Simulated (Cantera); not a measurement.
Charge: 1 mol SiH₂Cl₂, 0.0094 mol C₃H₈, 310 mol H₂, held at 1.10 mbar.

Method: chemical equilibrium by Gibbs-energy minimisation in Cantera with the NASA 1993 tables (ideal gas, pure condensed phases). Candidate condensed phases: C, C₆H₆, C₇H₈, C₈H₁₈, Si, SiC; 109 gas species. Mutual solubility and eutectic melting of coexisting phases are not modelled. The tables' values for SiCl are old estimates; treat these amounts as uncertain. Gases not in the tables: Si₂H₆ and higher silanes. Kinetics and transport are ignored.

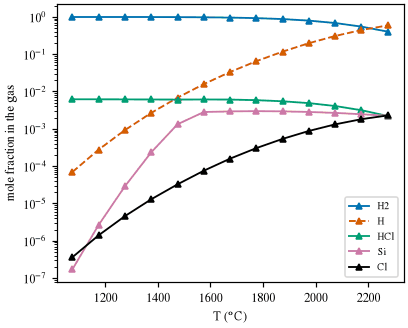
Figure: Equilibrium gas composition (values under 1e-9 drawn at 1e-9)

From 1075 °C to 1375 °C the condensed part is Si(s) + SiC(s). At 1475 °C the condensed part is Si(l) + SiC(s). At 1575 °C the condensed part is SiC(s). From 1675 °C to 2275 °C nothing is condensed. The main Si-bearing gas is SiCl₂ at 1075 °C and Si at 2275 °C.
